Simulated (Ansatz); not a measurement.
# CH2BCl (SMILES B[C]Cl) at UCCSDTQ/STO-3G

Aim: the energy change on altering one bond length of CH2BCl at UCCSDTQ/STO-3G, from 2 runs. 

Program for the calculation: Ansatz 0.2.0.

85 further runs of the same task are left out: 9 that didn't finish, 76 set aside as unsound or not needed.

## (1) The system as given

CH2BCl: 5 atoms, total charge 0, spin state triplet. SMILES: `B[C]Cl`. The coordinates come from a GFN2-xTB relaxation.

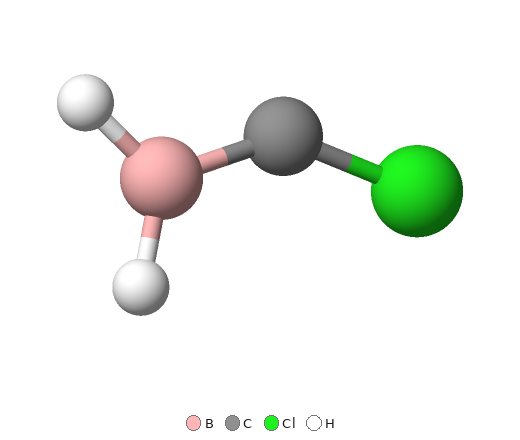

The structure, seen from a chosen angle (boron pink, carbon grey, chlorine green, hydrogen white).

## (2) The energy at UCCSDTQ/STO-3G

input.yaml reads:

```yaml
crystal:
  periodic: [false, false, false]
  atoms:
    - {symbol: B, position_ang: [0.414180, 0.139370, -0.472520]}
    - {symbol: C, position_ang: [-0.487440, 0.280880, 0.684730]}
    - {symbol: Cl, position_ang: [-1.470630, -0.583120, 1.652980]}
    - {symbol: H, position_ang: [0.575730, -0.915570, -0.969770]}
    - {symbol: H, position_ang: [0.968160, 1.078440, -0.895430]}
basis:
  gaussian: {orbitals: STO-3G}
magnetization: {spin_polarized: true, initial_magnetization: 2}
correlation: {method: ccsdtq, frozen_orbitals: {B: 1, C: 1, Cl: 5, H: 0}}
accuracy: high
scf: {omitted_lower_state_checks: [cluster_reference, increment]}
```

Run with:

```
$ ansatz run input.yaml --threads 1 --pin off --max-ram 2610MiB --events-out events.jsonl --progress --plain --runs-dir runs
```

The log of the run:

```text
Warning: RAYON_NUM_THREADS=1 ignored (pool sized by the plan → 1); use --threads N
Functional definition: HF
  name "HF"
  exchange = exact_x
  correlation = 0
these checks for a lower state are left out or cut short: cluster_reference, increment
370 factors; integrals over basis functions are off by at most 6.8e-9 eV
mean field evaluation 1: about -14077.4245 eV, gradient 1.2e1 eV
mean field evaluation 2: about -14077.4885 eV, gradient 1.2e1 eV
mean field evaluation 4: about -14079.0714 eV, gradient 2.1e0 eV
mean field evaluation 8: about -14079.2002 eV, gradient 1.2e-4 eV
mean field -14079.19836573 eV, -517.4009967171 hartree, gradient 9.6e-9 eV, S^2 2.015272; 0 other end points of the search recorded, 0 dependent functions left out
7 core orbitals not correlated: weight in the atoms' cores, before any rotation towards them, 1.000 or more for the frozen orbitals, at most 0.000 for the correlated occupied ones
reference -14079.19836573 eV, -517.4009967171 hartree; 9, 7 occupied and 5, 7 virtual orbitals, 370 factors
second order -1.75734834 eV of doubles, -0.00000000 eV of singles
cycle   1  -2.16069739 eV  change   -4.0e-1 eV  update   6.6e-2
cycle   2  -2.43505690 eV  change   -2.7e-1 eV  update   3.2e-2
cycle   3  -2.50298667 eV  change   -6.8e-2 eV  update   1.7e-2
cycle   4  -2.51625354 eV  change   -1.3e-2 eV  update   7.7e-3
cycle   5  -2.51726440 eV  change   -1.0e-3 eV  update   3.5e-3
cycle   6  -2.51751125 eV  change   -2.5e-4 eV  update   1.5e-3
cycle   7  -2.51736876 eV  change    1.4e-4 eV  update   6.7e-4
cycle   8  -2.51733235 eV  change    3.6e-5 eV  update   4.3e-4
cycle   9  -2.51742650 eV  change   -9.4e-5 eV  update   2.1e-4
cycle  10  -2.51747753 eV  change   -5.1e-5 eV  update   8.3e-5
cycle  11  -2.51748359 eV  change   -6.1e-6 eV  update   5.5e-5
cycle  12  -2.51748274 eV  change    8.6e-7 eV  update   3.6e-5
cycle  13  -2.51747652 eV  change    6.2e-6 eV  update   1.4e-5
cycle  14  -2.51747616 eV  change    3.6e-7 eV  update   5.5e-6
cycle  15  -2.51747763 eV  change   -1.5e-6 eV  update   3.6e-6
cycle  16  -2.51747914 eV  change   -1.5e-6 eV  update   2.6e-6
cycle  17  -2.51747947 eV  change   -3.4e-7 eV  update   1.3e-6
cycle  18  -2.51747954 eV  change   -6.3e-8 eV  update   1.0e-6
cycle  19  -2.51747954 eV  change   -3.9e-9 eV  update   5.4e-7
cycle  20  -2.51747951 eV  change    3.4e-8 eV  update   1.6e-7
cycle  21  -2.51747950 eV  change    1.1e-8 eV  update   6.0e-8
cycle  22  -2.51747950 eV  change   -7.8e-9 eV  update   2.4e-8
cycle  23  -2.51747950 eV  change    2.7e-9 eV  update   1.7e-8
cycle  24  -2.51747950 eV  change   -1.1e-9 eV  update   1.2e-8
cycle  25  -2.51747950 eV  change  -8.8e-10 eV  update   7.8e-9
cycle  26  -2.51747950 eV  change  -4.9e-10 eV  update   6.3e-9
cycle  27  -2.51747950 eV  change  -1.4e-10 eV  update   4.1e-9
cycle  28  -2.51747950 eV  change  -8.4e-11 eV  update   1.5e-9
Total energy: -14081.71584523 eV, -517.4935123824 hartree
Checks for a lower state left out: cluster_reference, increment
```

It took 58 s on 1 thread of Arm Neoverse V2, shared host; peak memory 0.48 GiB.

## (3) The distorted shape

input.yaml reads:

```yaml
crystal:
  periodic: [false, false, false]
  atoms:
    - symbol: B
      position_ang: [0.659972, 0.355365, -0.714577]
    - symbol: C
      position_ang: [-0.241648, 0.496875, 0.442673]
    - symbol: Cl
      position_ang: [-1.470630, -0.583120, 1.652980]
    - symbol: H
      position_ang: [0.821522, -0.699575, -1.211827]
    - symbol: H
      position_ang: [1.213952, 1.294435, -1.137487]
basis:
  gaussian: {orbitals: STO-3G}
correlation: {method: ccsdtq, frozen_orbitals: {B: 1, C: 1, Cl: 5, H: 0}}
scf: {omitted_lower_state_checks: [cluster_reference, increment]}
accuracy: high
magnetization: {spin_polarized: true, initial_magnetization: 2}
```

Run with:

```
$ ansatz run input.yaml --threads 1 --pin off --max-ram 2610MiB --events-out events.jsonl --progress --plain --runs-dir runs
```

The log of the run:

```text
Warning: RAYON_NUM_THREADS=1 ignored (pool sized by the plan → 1); use --threads N
[... 12 lines left out ...]
7 core orbitals not correlated: weight in the atoms' cores, before any rotation towards them, 1.000 or more for the frozen orbitals, at most 0.000 for the correlated occupied ones
[... 42 lines left out ...]
Total energy: -14081.44866356 eV, -517.4836936371 hartree
Checks for a lower state left out: cluster_reference, increment
```

It took 69 s on 1 thread of Arm Neoverse V2, shared host; peak memory 0.47 GiB.

## (4) Outcome

Level: UCCSDTQ/STO-3G, 7 core orbitals frozen.

| quantity | value |
| --- | --- |
| first shape: total energy | -517.49351 Eh |
| first shape: correlation energy (7 core orbitals frozen) | -92.5 mEh |
| first shape: ⟨S²⟩ of the reference determinant | 2.015 |
| first shape: T1 diagnostic | 0.019 |
| distorted shape: total energy | -517.48369 Eh |
| distorted shape: correlation energy (7 core orbitals frozen) | -103.1 mEh |
| distorted shape: ⟨S²⟩ of the reference determinant | 2.073 |
| distorted shape: T1 diagnostic | 0.027 |
| energy change with the C2–Cl3 bond stretched from 1.628 to 2.035 Å | 0.267 eV |

What this shows: With the C2–Cl3 bond stretched from 1.628 to 2.035 Å the energy rises by 0.27 eV (25.8 kJ/mol). The first shape isn't relaxed at this level, so the change isn't measured from a minimum. The minimal basis adds a large error of its own.
